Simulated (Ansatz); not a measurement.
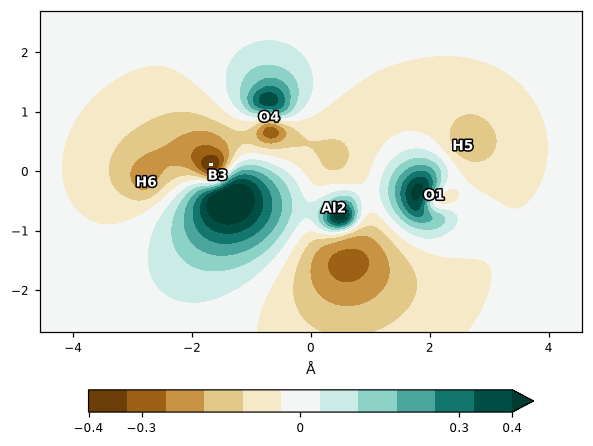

Figure. AlBH2O2 (SMILES [OH][Al]1[BH][O]1). The LUMO on the molecular plane (values in Å⁻³ᐟ²; the overall sign is arbitrary).

Theory: RKS B3LYP-D4/def2-SVP in Ansatz 0.2.0.

Input file:

```
crystal:
  periodic: [false, false, false]
  atoms:
    - { symbol: O, position_ang: [-0.7851, 0.5817, -1.8895] }
    - { symbol: Al, position_ang: [0.08, -0.3149, -0.6204] }
    - { symbol: B, position_ang: [1.14611, -2.05138, -0.26503] }
    - { symbol: O, position_ang: [1.20625, -0.87442, 0.62852] }
    - { symbol: H, position_ang: [-1.7154, 0.7975, -1.5095] }
    - { symbol: H, position_ang: [0.85728, -3.21671, -0.44192] }
basis:
  gaussian: { orbitals: def2-SVP }
hamiltonian:
  xc: b3lyp
  dispersion: d4
relax:
  f_tol: 0.015
  max_steps: 40
output:
  orbitals: {}
```

Command:

```sh
ansatz run input.yaml --threads 1 --pin off --max-ram 2048MiB --backend cpu --events-out ev --progress --plain --runs-dir out
```

The fields are those of the relaxed geometry.

> Where does this orbital lie, and at what energy?

It lies mainly on Al2 (about 50 %), B3 (about 25 %) and O1 (about 10 %); it is symmetric in the molecular plane (an in-plane orbital: σ, lone-pair or in-plane π type). Its energy is −1.56 eV.
